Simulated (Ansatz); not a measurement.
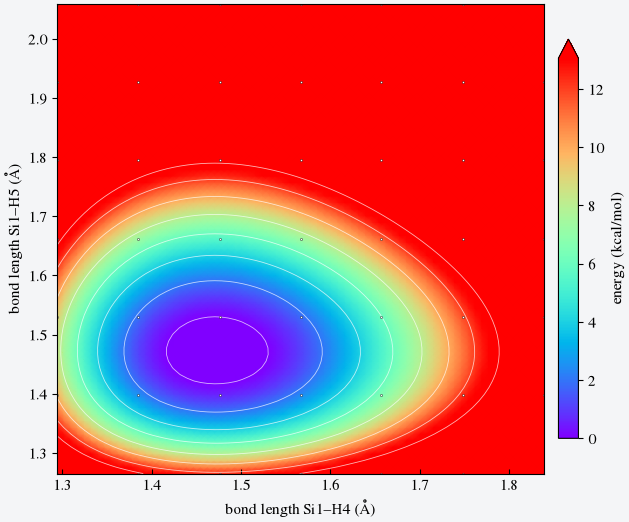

H₂SSiTe, SMILES [SiH2]1S[Te]1. 
- Coordinates scanned: (1) bond length Si1–H4; (2) bond length Si1–H5.
- Nothing is relaxed (all other coordinates rigid).
- The scan uses a 7 × 7 grid.
- Points are written as (first, second).
- Energies are in kcal/mol, from the lowest grid point.
- The calculation used RHF-MP2, frozen core/def2-TZVP (Ansatz 0.2.0).

In the figure: a smooth colour map with a few white contour lines, dots at the grid points, one colour for all values above the top of the scale. Between grid points the surface is interpolated.

Question: Estimate the position of the minimum and the force constants in these coordinates.

Answer: The interpolated minimum is at bond length Si1–H4 ≈ 1.471 Å, bond length Si1–H5 ≈ 1.470 Å. The curvatures there are about 19 eV/Å² and 20 eV/Å², with a cross term of about 0 eV/Å². Round the minimum the contours are nearly round: the two directions are equally stiff and uncoupled. (1 eV is 23.1 kcal/mol.)
